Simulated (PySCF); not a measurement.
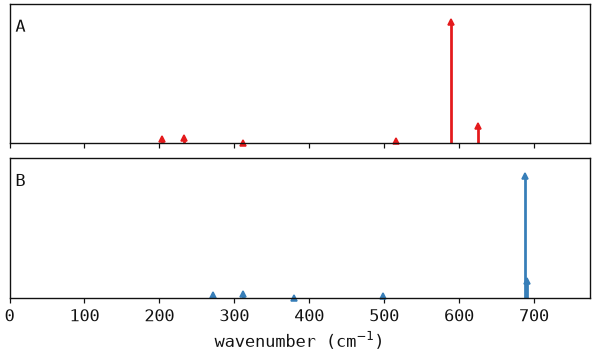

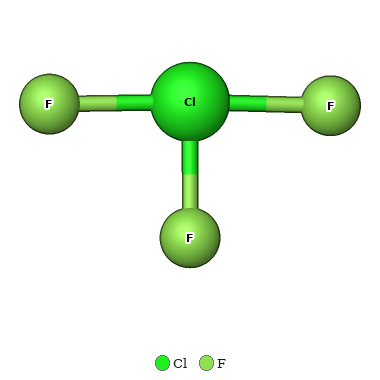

Harmonic infrared lines of ClF₃ and BrF₃, all C2v singlets, each the lowest point that its search found (ClF₃ is drawn); the central atom changes down one group of the periodic table. PBE/def2-TZVP, PySCF 2.14.0, unscaled, no spin-orbit coupling; each panel is scaled to its strongest line, degenerate modes are one line with their intensities summed, and dots on the axis are modes too weak to show or inactive.

Question: Which panel belongs to which molecule?

Answer: A: BrF₃ (strongest line 589.5 cm⁻¹); B: ClF₃ (strongest line 687.6 cm⁻¹).

Question: How do the bond length and the stretches change along the series?

Answer: Mean bond length: ClF₃ 1.705, BrF₃ 1.823 Å, rising down the group. Highest a1 mode: ClF₃ 691, BrF₃ 625 cm⁻¹, falling down the group.

Limits of at least one run: no scalar relativity.
